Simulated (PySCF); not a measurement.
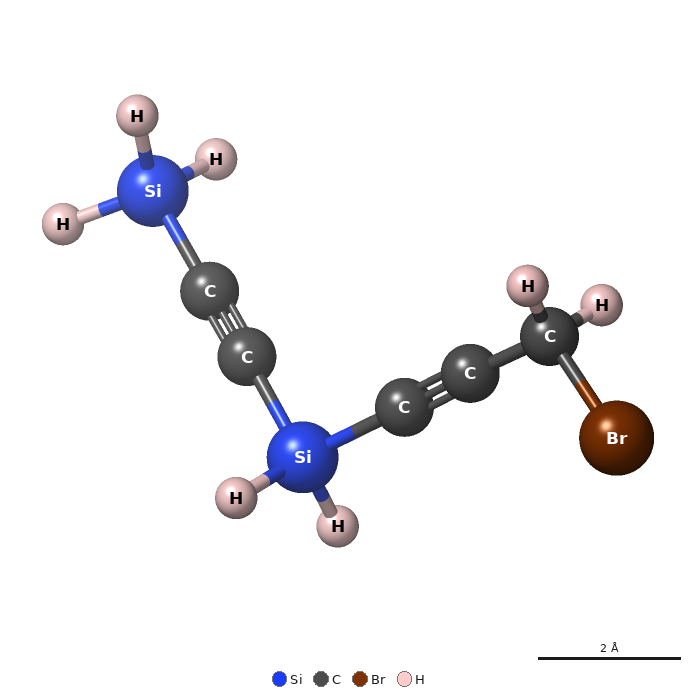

Rendered structure (ball-and-stick style). Double and triple bonds are drawn as two and three sticks.

The computed structure is the end point of a GFN2-xTB optimisation. No frequency run is at hand to confirm it as a minimum.

Describe the molecule.

The molecule is C₅H₇BrSi₂. Its SMILES string is `[SiH3]C#C[SiH2]C#CCBr`. It has no ring. Among its groups: alkyne, C–Br bond, Si–H bond. Coordination: 2 Si tetrahedral; 4 C linear; 1 C tetrahedral.

More results for the same structure follow; atom numbers are the same in all pictures, views and colours differ.

Shape

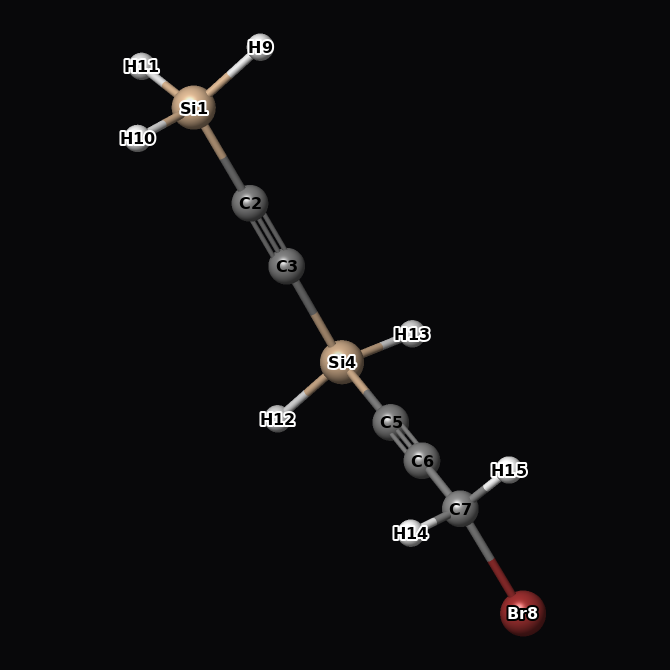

The atoms are numbered. No frequency run is at hand to confirm it as a minimum.

Which atoms are bonded, and how long are the bonds?

```tsv
bond	length (Å)	order
Si1–C2	1.850	single
Si1–H9	1.465	single
Si1–H10	1.465	single
Si1–H11	1.465	single
C2–C3	1.211	triple
C3–Si4	1.851	single
Si4–C5	1.853	single
Si4–H12	1.467	single
Si4–H13	1.467	single
C5–C6	1.205	triple
C6–C7	1.436	single
C7–Br8	1.983	single
C7–H14	1.091	single
C7–H15	1.091	single
```

Dipole moment

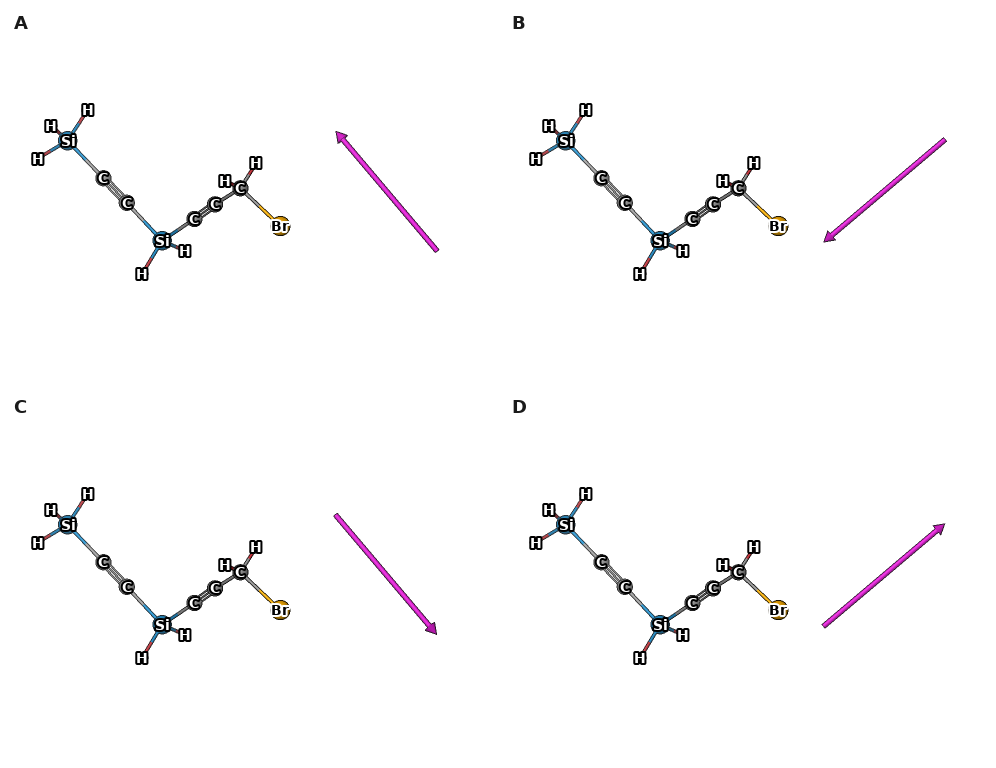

The same molecule four times, each with an arrow. No frequency run is at hand to confirm it as a minimum. Method: PBE0/def2-SVPD, gas phase (PySCF 2.14.0).

Which arrow points along the dipole moment, from the negative to the positive end?

A. The dipole moment is 1.80 D.

Excitation

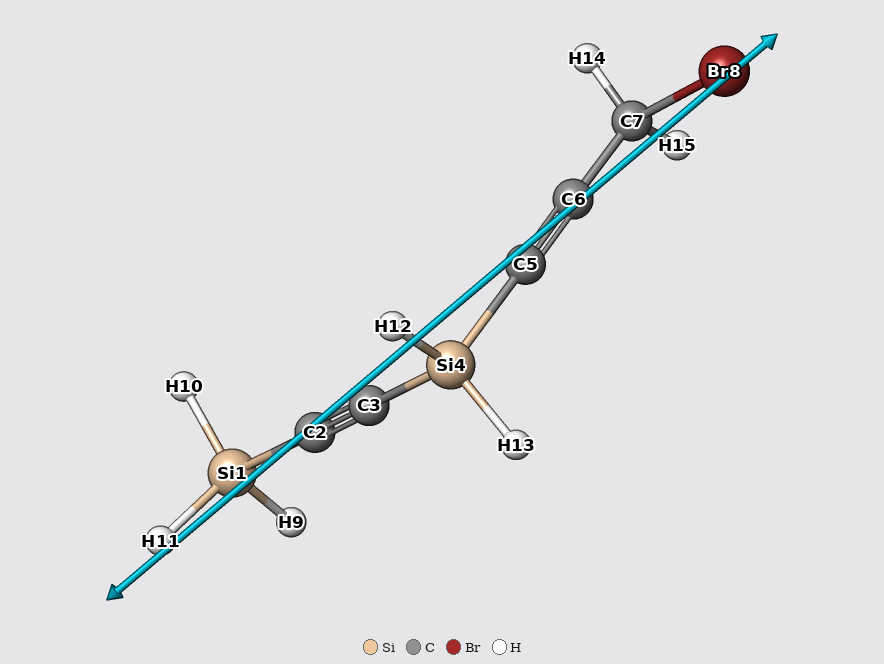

The double arrow shows the direction of the transition dipole to excited singlet state 5 (its length means nothing). No frequency run is at hand to confirm it as a minimum. Properties computed with TDDFT PBE0/def2-SVPD, vertical, gas phase, core orbitals frozen in the response (PySCF 2.14.0).

How is the transition polarised?

Close to the long direction Si1···Br8.

Where does the transition lie, and how strong is it?

5.70 eV (217 nm), oscillator strength 0.13, of mixed character, with the largest part HOMO−3 → LUMO (weight 0.44); transition dipole 2.42 D.

Polarisability

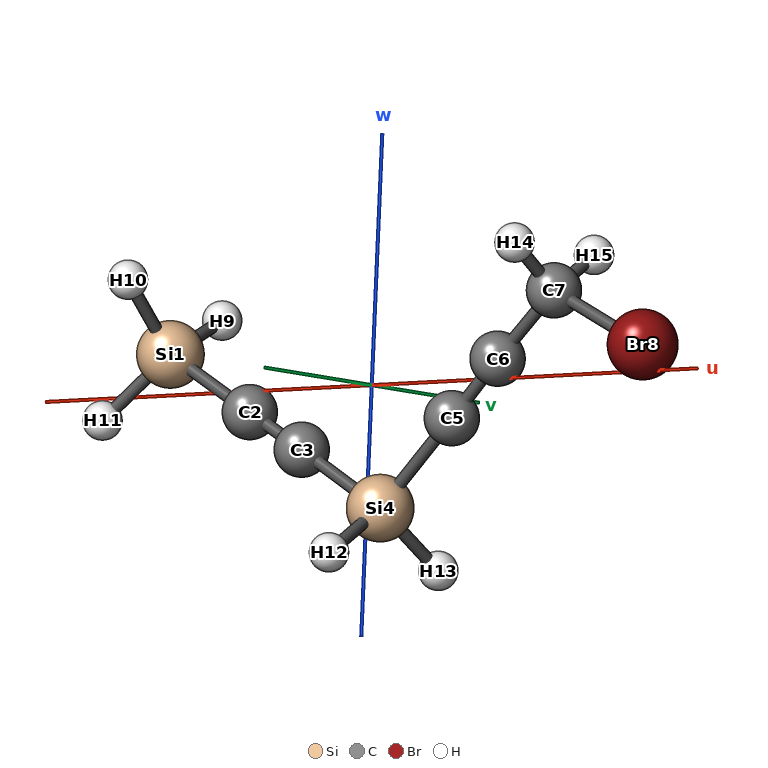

The lines u, v and w are the principal axes of the static dipole polarisability. No frequency run is at hand to confirm it as a minimum. Level of theory: PBE0/def2-SVPD (PySCF 2.14.0).

Along which axis is the molecule most polarisable, and along which least?

Most along u (close to the long direction Si1···Br8), least along v.

Give the three principal values.

u 202.5, v 96.7, w 124.0 bohr³; mean 141.1, anisotropy 95.1 bohr³.

The geometry is semi-empirical. Around Br, Si such bond lengths and angles can be off by a tenth of an ångström or more and by several degrees, and values that hang on the shape move with them.
